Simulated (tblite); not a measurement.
Run report: C$_{5}$H$_{10}$O$_{2}$, molecular dynamics (part 1 of 2)

The run: molecular dynamics of C$_{5}$H$_{10}$O$_{2}$ (isopropyl acetate). Method and program: GFN2-xTB Langevin dynamics, gas phase (tblite 0.8.0).

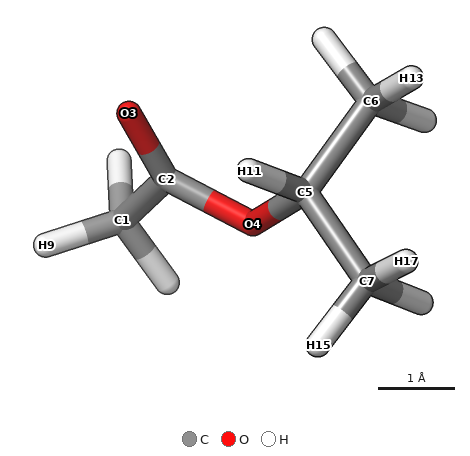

Figure 1. The input geometry (stick view, seen at a tilt; atoms are numbered from 1 in the order of the input). Bond lengths as drawn: C–C 1.51 to 1.52 Å, C–H 1.08 to 1.10 Å and C–O 1.20 to 1.44 Å.

### Results in brief

```csv
quantity,value
outcome,finished
mean temperature over the second half,491 K
trajectory,"25 frames kept, 8100 fs"
hardware,"1 CPU thread, shared host"
wall time,28 s
peak memory,0.33 GiB
```

### The input
```
{"job": {"dt": 1.5, "steps": 5000, "equilibration": 400, "friction": 0.005, "h_mass": 4.0, "temperature": 500, "xc": "GFN2-xTB", "basis": "xTB", "kind": "md"}, "charge": 0, "multiplicity": 1}
C     -2.872455    -0.829107     2.480022
C     -1.377174    -1.013423     2.542141
O     -0.706513    -0.858271     3.529061
O     -0.892953    -1.377846     1.354732
C      0.525612    -1.588050     1.244640
C      1.219960    -0.259413     0.965713
C      0.742134    -2.598071     0.127407
H     -3.245703    -1.105357     1.499454
H     -3.339360    -1.438851     3.249385
H     -3.108162     0.212165     2.687829
H      0.879139    -1.989751     2.203323
H      1.042693     0.431242     1.786632
H      2.290063    -0.416493     0.865808
H      0.835542     0.176658     0.046338
H      0.213367    -3.521970     0.346617
H      0.367855    -2.197469    -0.811173
H      1.801824    -2.812898     0.025872
```

The first line tells a small driver script what to run in tblite; the rest is the geometry in Å.

Launched with:
```bash
OMP_NUM_THREADS=1 python <driver script> task.json out
```

### The program's output
```
t/fs     T/K   E - E0/eV
     0.0    541.5     0.0000
   337.5    689.8     0.7093
   675.0    435.6     0.9040
  1012.5    430.2     0.6701
  1350.0    666.9     1.1536
  1687.5    528.4     1.2795
  2025.0    468.0     0.9494
  2362.5    451.7     0.8685
  2700.0    491.7     0.8478
  3037.5    488.6     1.1371
  3375.0    521.0     0.6725
  3712.5    408.5     0.5743
  4050.0    422.8     1.3833
  4387.5    402.5     1.1165
  4725.0    451.4     0.7490
  5062.5    725.4     0.9750
  5400.0    471.9     1.0158
  5737.5    669.2     0.9373
  6075.0    509.6     1.0610
  6412.5    497.0     1.3253
  6750.0    447.2     1.2203
  7087.5    435.9     0.8967
  7425.0    487.4     0.6924
  7762.5    450.5     0.7067
  8100.0    417.8     1.0961
```

### Trajectory as extended XYZ (Å, eV, eV/Å), 25 frames, from step=0 to step=5400
```
17
Properties=species:S:1:pos:R:3:forces:R:3 step=0 time_fs=0.0 energy=-651.89430 temperature=541.5
C    -2.8725   -0.8291    2.4800   -0.0010   0.0000   0.0010
C    -1.3772   -1.0134    2.5421    0.0000   0.0000   0.0020
O    -0.7065   -0.8583    3.5291   -0.0010   0.0010  -0.0010
O    -0.8930   -1.3778    1.3547   -0.0010   0.0020   0.0010
C     0.5256   -1.5880    1.2446    0.0000  -0.0010  -0.0010
C     1.2200   -0.2594    0.9657    0.0000   0.0000   0.0000
C     0.7421   -2.5981    0.1274    0.0010  -0.0020  -0.0010
H    -3.2457   -1.1054    1.4995    0.0000  -0.0010   0.0000
H    -3.3394   -1.4389    3.2494   -0.0010   0.0010   0.0010
H    -3.1082    0.2122    2.6878    0.0000   0.0000   0.0000
H     0.8791   -1.9898    2.2033    0.0000   0.0000  -0.0010
H     1.0427    0.4312    1.7866    0.0000   0.0000   0.0000
H     2.2901   -0.4165    0.8658    0.0000   0.0000  -0.0010
H     0.8355    0.1767    0.0463    0.0010  -0.0010   0.0010
H     0.2134   -3.5220    0.3466   -0.0010   0.0000  -0.0010
H     0.3679   -2.1975   -0.8112    0.0000   0.0010   0.0010
H     1.8018   -2.8129    0.0259    0.0020   0.0000   0.0000
17
Properties=species:S:1:pos:R:3:forces:R:3 step=225 time_fs=337.5 energy=-651.18500 temperature=689.8
C    -3.2958   -1.4668    1.9528    0.6580   0.8970   0.0360
C    -1.8826   -1.9572    2.1649    1.2280   2.0240  -0.8840
O    -1.4768   -2.7916    2.9019   -0.0560  -0.9710   0.6080
O    -1.0371   -1.2332    1.3476   -0.3970  -0.2480  -0.1680
C     0.3191   -1.7044    1.0055   -1.7580  -2.7170   0.5440
C     1.0874   -0.5089    0.5331   -0.6250  -0.5710   0.2650
C     0.0395   -2.9277    0.0069    0.2780  -0.0910   2.7650
H    -3.4900   -0.3762    2.1868    0.5330  -1.3300  -0.2140
H    -3.4002   -1.6289    0.8956   -0.5670   0.1800  -0.4900
H    -3.9523   -2.0973    2.5002   -0.6000  -0.3220   0.4530
H     0.6742   -2.1537    1.9622    0.3840   0.3990  -0.5080
H     0.8252    0.1740    1.3103    0.4700   1.0600   0.2710
H     2.1362   -0.7041    0.4584    0.4440  -0.0360   0.0730
H     0.6985   -0.1569   -0.3998   -0.1400   0.1680  -0.5180
H    -0.3988   -3.7865    0.6476    0.5500   1.3680  -1.0440
H    -0.7001   -2.5547   -0.6518   -0.3900  -0.0780  -0.9520
H     0.9426   -3.3149   -0.4424   -0.0140   0.2680  -0.2350
17
Properties=species:S:1:pos:R:3:forces:R:3 step=450 time_fs=675.0 energy=-650.99034 temperature=435.6
C    -3.3502   -1.9259    3.5816   -0.5590   2.4120   0.6010
C    -2.4669   -2.6620    2.6572    2.0290  -0.1590  -0.0290
O    -2.4056   -3.8659    2.6712    0.0630   0.1130  -0.2610
O    -1.6804   -1.8365    1.9254    1.3410  -0.2050  -0.2530
C    -0.3967   -2.2852    1.2005   -1.7430  -2.0640  -0.0290
C     0.1458   -1.1810    0.3015    0.1620   0.5590   0.8920
C    -0.8219   -3.5158    0.3358    0.6900   2.0380  -1.6520
H    -4.0781   -2.6137    3.9179   -1.0210  -0.6190   0.1580
H    -2.9517   -1.4713    4.5417    0.3790  -0.6520  -1.3230
H    -3.8064   -1.0574    3.0486    0.1530  -0.6630   0.3230
H     0.3019   -2.7205    1.9275   -0.0340   0.8740   0.2620
H     0.5726   -0.3989    0.9289    0.1280   0.0160   0.0670
H     0.9230   -1.5058   -0.3885   -0.1180  -0.3800   0.2820
H    -0.6098   -0.6815   -0.2856   -0.4900  -0.2450  -0.0760
H    -1.2541   -4.3381    0.8373    0.1900  -0.6840   0.6460
H    -1.5993   -3.0496   -0.2437   -0.7480  -0.2310  -0.6620
H    -0.0389   -3.7675   -0.4238   -0.4220  -0.1090   1.0550
17
Properties=species:S:1:pos:R:3:forces:R:3 step=675 time_fs=1012.5 energy=-651.22416 temperature=430.2
C    -3.1760   -1.4110    3.6239    0.3380   0.3350  -0.0330
C    -2.0722   -2.3852    3.1858   -1.3530   1.1490  -1.4780
O    -1.5572   -3.2539    3.8128    0.2800  -0.2870   0.4570
O    -1.8044   -2.0356    1.9272    1.8060  -0.9880  -0.7630
C    -0.5056   -2.5767    1.2835   -2.2470   0.5170   0.8810
C     0.1509   -1.3408    0.7021    0.3230  -0.0850  -0.9640
C    -0.8565   -3.7124    0.2505    1.8430   1.7480   0.2000
H    -4.0620   -1.8881    4.0013   -0.0180  -0.3560   0.4330
H    -2.6596   -0.8298    4.3820   -0.3650   0.1340   0.3800
H    -3.5234   -0.7024    2.8471    0.5900  -0.6410   0.0930
H     0.0566   -2.8769    2.1762    0.0740  -0.5640  -0.3930
H     0.2816   -0.4654    1.3323    0.3270  -0.6430   0.6990
H     1.0593   -1.6708    0.2180    0.7100   0.0650   0.4240
H    -0.3613   -0.8996   -0.1222   -1.1700  -0.0810  -0.7480
H    -1.3521   -4.5501    0.6511   -0.5720  -0.6460   0.8510
H    -1.4740   -3.2827   -0.5344    0.2120  -0.0120  -0.0520
H     0.1244   -4.0749   -0.1392   -0.7780   0.3550   0.0140
17
Properties=species:S:1:pos:R:3:forces:R:3 step=900 time_fs=1350.0 energy=-650.74068 temperature=666.9
C    -3.0076   -1.8063    4.3428    1.7910  -0.3730   0.7710
C    -2.0000   -1.5704    3.1359   -1.2470  -0.9560   1.2130
O    -0.9507   -1.0342    3.3825   -0.2840  -0.1840  -1.0890
O    -2.4197   -2.1345    1.9473    1.6050   2.0180   1.5990
C    -1.4398   -2.0762    0.8555   -1.1320  -0.1790   0.0060
C    -1.1557   -0.7399    0.1668    0.3190  -1.7980  -2.2370
C    -2.1197   -2.9567   -0.1767    0.9620  -1.8020   0.0220
H    -2.4099   -2.3369    5.2317   -0.9300   1.2200  -1.9130
H    -3.3565   -0.8260    4.7576    0.2240  -1.0070  -0.6220
H    -3.7914   -2.5015    4.0935   -0.3390   0.2490  -0.2330
H    -0.4975   -2.4754    1.2647   -0.2700  -0.0960  -0.2030
H    -0.3440   -0.2439    0.5417    1.8970   1.2190   1.4800
H    -0.8453   -0.9047   -0.9362   -0.5380  -0.2450   1.5240
H    -1.9633   -0.0946    0.1091   -1.7380   1.0000   0.1930
H    -2.8421   -3.6889    0.2128    0.3110   0.5230   0.1110
H    -2.5041   -2.4625   -1.0138   -1.2720   1.3010  -0.6130
H    -1.3399   -3.5038   -0.6731    0.6390  -0.8890  -0.0080
17
Properties=species:S:1:pos:R:3:forces:R:3 step=1125 time_fs=1687.5 energy=-650.61479 temperature=528.4
C    -2.9841   -1.4602    3.5888   -0.2480   1.7850   2.1970
C    -1.9996   -0.7391    2.6235   -1.4460  -0.8410  -0.9240
O    -1.3904    0.2888    2.7768   -0.5880  -1.1010  -0.1510
O    -2.1034   -1.5019    1.4825   -0.4880   1.8980   0.8750
C    -1.9584   -1.0643    0.0835    0.6330  -0.1490   1.6540
C    -3.2620   -0.6022   -0.5244   -0.9760   0.4580   2.9290
C    -1.3529   -2.3520   -0.3638   -0.3440  -1.0350  -2.3310
H    -2.8990   -2.5498    3.6646   -0.2440   0.5300  -0.7900
H    -2.8045   -1.1056    4.6331    0.5370  -0.1590  -0.4560
H    -4.0535   -1.0435    3.5204    1.4460  -1.0110  -0.9080
H    -1.2090   -0.2591   -0.0034   -0.2250  -0.0490   0.2050
H    -3.5903    0.3871   -0.1027    0.3660  -0.9580  -0.2040
H    -3.2390   -0.5253   -1.5272    0.9560   0.7030  -3.4870
H    -4.0787   -1.3034   -0.4408   -0.2240  -0.4570   0.9830
H    -0.3386   -2.3915   -0.0721    0.9950  -0.1060   0.4350
H    -1.8560   -3.2498   -0.0222   -0.2930   0.2030   0.5800
H    -1.3833   -2.4802   -1.4380    0.1440   0.2900  -0.6050
17
Properties=species:S:1:pos:R:3:forces:R:3 step=1350 time_fs=2025.0 energy=-650.94489 temperature=468.0
C    -1.7680   -0.5020    3.2379   -0.8940  -2.2730  -1.7420
C    -2.3610   -0.0741    1.9007    3.8460  -1.5530   0.5560
O    -3.2481    0.6749    1.8626   -2.8890   1.9210  -1.3630
O    -1.5387   -0.4910    0.8270   -2.2740   0.4120   2.3610
C    -1.9765    0.0280   -0.4252    1.6310  -0.5670   0.4310
C    -3.1965   -0.6717   -0.9471   -0.1150   1.3510  -2.3820
C    -0.7211   -0.1275   -1.2588   -1.1890  -1.1090  -2.4710
H    -0.7691   -0.7025    2.9178    0.6990  -1.2520   0.5410
H    -1.6964    0.2758    3.9200   -0.5100   1.3940   1.1290
H    -2.4494   -1.3454    3.6214    1.5600   1.0310  -0.3870
H    -2.1653    1.0641   -0.2408   -0.4160   0.9880  -0.1710
H    -4.0221   -0.3056   -0.3641   -0.5370  -0.2830  -0.0100
H    -3.3122   -0.3185   -2.0544   -0.0880  -0.5700   1.8160
H    -3.1129   -1.7355   -0.9745    0.0590  -0.5270   0.2490
H    -0.5131   -1.2366   -1.3719   -0.2200   1.3230  -0.1860
H    -0.9270    0.3792   -2.2522    0.4100  -0.9000   0.8390
H     0.1304    0.3243   -0.8500    0.9260   0.6130   0.7900
17
Properties=species:S:1:pos:R:3:forces:R:3 step=1575 time_fs=2362.5 energy=-651.02581 temperature=451.7
C    -1.7257    0.4391    3.1150   -3.2180  -2.5420   1.6800
C    -2.1992    1.0314    1.8365    0.4480  -0.2290   0.2910
O    -2.9264    1.9613    1.6665   -0.5310   0.4080  -0.1510
O    -1.5612    0.3420    0.9204    0.6900  -0.5630  -0.8390
C    -1.6928    0.5831   -0.4685   -2.0900  -0.2520  -0.7550
C    -2.6856   -0.5683   -1.0209    1.4540   1.1880   0.1310
C    -0.3140    0.5505   -1.1056    0.4920   0.3340   0.6230
H    -0.6861    0.3827    3.1306    1.3620   0.0020   0.2890
H    -2.2242    0.8541    3.9812    0.5110   0.9030   0.1630
H    -2.1720   -0.6662    3.2642    1.1430   1.8070  -0.9710
H    -2.2789    1.5626   -0.5890    0.9850  -0.8910  -0.0360
H    -3.5944   -0.4303   -0.3797    0.9140  -1.0170  -0.7450
H    -2.9098   -0.3671   -2.0677   -0.2860   0.3290   0.1520
H    -2.1068   -1.5295   -1.0894   -1.0560   0.7240   0.9360
H     0.1422   -0.4494   -0.9088   -0.2860   0.8620  -0.2430
H    -0.4360    0.7232   -2.1734    0.2790  -0.0470   0.1230
H     0.3505    1.3537   -0.6476   -0.8130  -1.0160  -0.6480
17
Properties=species:S:1:pos:R:3:forces:R:3 step=1800 time_fs=2700.0 energy=-651.04655 temperature=491.7
C    -1.3435    1.5182    2.6174   -1.1190   1.4880   0.5250
C    -1.7769    1.8517    1.2145   -0.3910  -0.5140  -0.6730
O    -2.2560    2.9365    0.9793    0.1850  -0.7230  -0.4850
O    -1.6094    0.8396    0.2962   -0.3480   0.8510   2.5490
C    -2.0323    1.0253   -1.0340   -2.4650   0.7270   0.6760
C    -2.4477   -0.3529   -1.5315    0.9630  -0.2020  -0.4670
C    -0.8819    1.6064   -1.7305    0.6120   0.9860  -2.2360
H    -0.7321    2.4030    2.8651   -0.0580  -0.5640   0.3350
H    -2.2575    1.5584    3.2873    0.9360  -0.0060  -0.7810
H    -0.8438    0.6083    2.7977    0.5490  -0.8480  -0.1990
H    -3.0100    1.6563   -1.0097    1.5790  -0.3520  -0.1440
H    -3.4902   -0.3765   -1.3527   -0.9110  -0.7500  -0.3990
H    -2.1062   -0.6388   -2.5399   -0.6900   0.7530   0.1050
H    -1.9499   -1.1008   -0.9514    0.1490  -0.4340   0.8460
H    -0.7855    2.7374   -1.7016    0.0050  -1.5040   0.3270
H    -0.0480    1.0513   -1.2954    0.3980   0.6070  -0.4300
H    -1.0245    1.3099   -2.7952    0.6060   0.4850   0.4520
17
Properties=species:S:1:pos:R:3:forces:R:3 step=2025 time_fs=3037.5 energy=-650.75719 temperature=488.6
C    -0.6934    2.2048    2.4623   -0.6690  -0.7550   1.8490
C    -1.6608    2.3154    1.3174    0.2360  -1.3590  -0.7350
O    -2.6733    2.9655    1.2851    0.7580  -0.5090  -0.2730
O    -1.2204    1.4424    0.3034   -0.4820   1.4820   0.8460
C    -2.1414    1.1047   -0.7181   -0.7090   0.1530  -1.7850
C    -1.9745   -0.3954   -0.9940    1.3240   1.6250   0.8780
C    -2.2141    1.8432   -2.0832   -1.1650   1.6470   0.8180
H    -0.3330    3.1908    2.7188    0.2320   0.1200  -0.0200
H    -1.1845    1.7991    3.4468    0.3410   0.7880  -1.8250
H     0.1074    1.4920    2.2777    0.0120   0.3250  -0.3590
H    -3.0791    1.4999   -0.4415   -1.5710  -0.5460   1.6660
H    -2.3043   -0.9537   -0.1644   -0.4930  -0.8190   0.6680
H    -2.2403   -0.7760   -1.9303   -1.2130  -0.1700  -1.0870
H    -0.9026   -0.4135   -1.0327    0.9330  -0.6030   0.2470
H    -2.1586    2.9456   -1.9355    0.4140  -0.6420  -0.0240
H    -1.5536    1.5342   -2.8290    1.1020  -0.4310  -0.9320
H    -3.2717    1.7250   -2.4347    0.9520  -0.3060   0.0690
17
Properties=species:S:1:pos:R:3:forces:R:3 step=2250 time_fs=3375.0 energy=-651.22182 temperature=521.0
C    -0.4494    3.2905    2.1674    1.9500  -1.0580  -0.8310
C    -1.4396    2.3968    1.3849   -1.2050   2.2090   2.7020
O    -2.6173    2.3432    1.7118    1.1860  -0.4440  -0.6490
O    -0.8603    1.8718    0.3615    0.7120   0.3540  -0.4210
C    -1.6440    1.0032   -0.4107   -0.8170  -1.3990   1.5810
C    -0.7782   -0.2530   -0.5767   -0.9000  -0.2440   1.4120
C    -2.1146    1.5716   -1.7064    1.3110   0.2950   0.0760
H    -0.5851    4.3303    1.8856    0.1480  -0.1030  -0.3840
H    -0.4600    3.2992    3.2441   -0.7150  -0.4760   0.2780
H     0.6056    2.8902    1.9074   -1.4830   0.9860   0.0960
H    -2.5213    0.7437    0.2470    0.3150   0.0790  -0.5520
H    -0.5222   -0.6710    0.4726    0.0400   0.7680  -1.9110
H    -1.3944   -0.9685   -1.0760   -0.2670  -0.7500  -0.2280
H     0.0261   -0.0123   -1.2345    0.9010  -0.0520   0.1700
H    -2.6425    2.4965   -1.6608   -0.3420   0.4930   0.3400
H    -1.2212    1.6950   -2.2878    0.3560   0.3580  -0.6880
H    -2.6931    0.8217   -2.1359   -1.1890  -1.0130  -0.9890
17
Properties=species:S:1:pos:R:3:forces:R:3 step=2475 time_fs=3712.5 energy=-651.32005 temperature=408.5
C    -0.8494    4.1254    1.5934   -2.0110   0.0400   2.4980
C    -1.1631    2.6771    1.2552    0.5470   0.9230  -1.0720
O    -1.9044    1.9265    1.8178   -0.0640   0.1500   0.3400
O    -0.4552    2.3575    0.1500    0.1070   0.1620   0.5850
C    -0.4108    0.9904   -0.1883   -1.7740  -1.3560  -0.2100
C     1.0106    0.4978   -0.3009    2.1980  -0.1240  -0.1060
C    -1.2188    0.7382   -1.4722    0.6770  -0.2020  -0.5840
H    -1.8185    4.7411    1.6978    1.3060  -1.0180  -0.1090
H    -0.3945    4.0812    2.6288   -0.4180   0.2440  -1.0350
H    -0.2098    4.6351    0.9329    0.7010   0.1180  -0.8280
H    -1.1265    0.4461    0.5228    1.6360   0.3460   0.1320
H     1.1103   -0.5931   -0.2172   -0.3870   0.3310   0.2570
H     1.5317    0.7163   -1.2718   -1.0280   0.1550   0.4530
H     1.7419    0.9568    0.4277   -1.1720  -0.4160  -0.2660
H    -2.2404    1.0599   -1.3138   -0.1040  -0.0280  -0.1180
H    -0.7716    1.3075   -2.2846   -0.1480  -0.0200  -0.1720
H    -1.1915   -0.3384   -1.7375   -0.0660   0.6940   0.2360
17
Properties=species:S:1:pos:R:3:forces:R:3 step=2700 time_fs=4050.0 energy=-650.51097 temperature=422.8
C    -0.3161    3.6980    2.2948    0.9180   1.0390  -0.6360
C    -0.7033    2.4089    1.7588   -1.0100  -5.7620   1.0800
O    -1.2306    1.4060    2.2930   -0.0420   2.8060   0.2180
O    -0.1006    2.1368    0.6248    1.1810   2.4700  -1.8110
C    -0.1502    0.9013   -0.0771   -0.0420   0.5640   0.4010
C     1.3108    0.5987   -0.4612    0.1850  -0.3890   1.1990
C    -0.9448    1.0111   -1.3059   -1.3380  -3.4090  -1.1780
H    -0.9947    4.1630    2.9698   -0.9120   0.3070   0.0710
H     0.5407    3.4568    2.9669    0.0000   0.5260  -0.9320
H    -0.1214    4.3105    1.3446    0.2480  -0.4250   1.8260
H    -0.6824    0.2623    0.6221    0.4940  -0.9400   0.1140
H     1.5211   -0.2785   -1.0667   -0.6470  -0.1030   0.0130
H     1.8586    1.4188   -0.9442   -0.6390   0.0210   0.4050
H     1.6960    0.4019    0.5343    0.9670   0.0400  -0.0610
H    -1.9936    1.2144   -1.3613   -0.6690   0.1650   1.0020
H    -0.5289    1.5937   -2.0133    1.7140   2.5020  -2.1090
H    -0.8291   -0.0126   -1.7761   -0.4080   0.5870   0.3990
```
